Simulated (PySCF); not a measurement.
```xyz
22

C     2.7627    0.1038    0.4699
O     1.7164    1.0298    0.2155
C     0.4782    0.6057    0.0571
C    -0.1826   -0.6232    0.0215
Si    0.4122   -2.4375    0.1811
N    -1.4727   -0.2754   -0.2202
C    -2.6097   -1.1350   -0.3716
N    -1.6451    1.0037   -0.3231
N    -0.4736    1.5552   -0.1569
C    -0.2798    2.9746   -0.2095
H     2.6574   -0.3321    1.4642
H     2.7877   -0.6835   -0.2856
H     3.6786    0.6899    0.4249
H     0.9826   -2.7486   -1.1260
H     1.3733   -2.4613    1.2743
H    -0.7869   -3.2081    0.4839
H    -2.4402   -1.8527   -1.1732
H    -2.8102   -1.6708    0.5559
H    -3.4642   -0.5063   -0.6163
H     0.4737    3.2166   -0.9586
H    -1.2302    3.4350   -0.4674
H     0.0618    3.3396    0.7594
```

Geometry: GFN2-xTB.

Theory: PBE0/pcSseg-1, SCF density, gas phase, non-relativistic in PySCF.

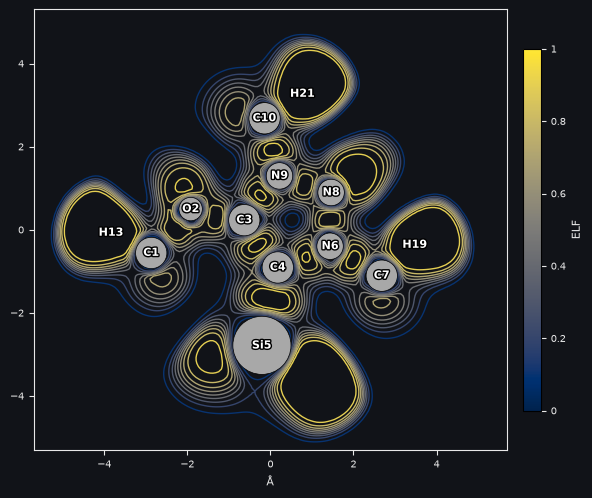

C5H12N3OSi (SMILES COc1c([SiH3])n(C)n[n+]1C) (charge +1). Electron localisation function on the plane of atoms C1, O2 and C3. Grey discs cover the atomic cores.

Read the bonding off the picture.

The section cuts through C, O, Si, N and H sites. N–N (1.29 Å): the ELF peaks at about 0.90 between the atoms, as expected for a covalent bond. C–O (1.32 Å): the ELF peaks at about 0.90 between the atoms, as expected for a polar covalent bond. C–N (1.36 Å): the ELF peaks at about 0.90 between the atoms (a covalent bond). C–C (1.40 Å): the ELF peaks at about 0.95 between the atoms, as expected for localised, covalent bonding. C–Si (1.92 Å): the ELF peaks at about 1 between the atoms, as expected for localised, covalent bonding. The ELF also peaks beside O2 and N8, away from the bonds: lone-pair regions.
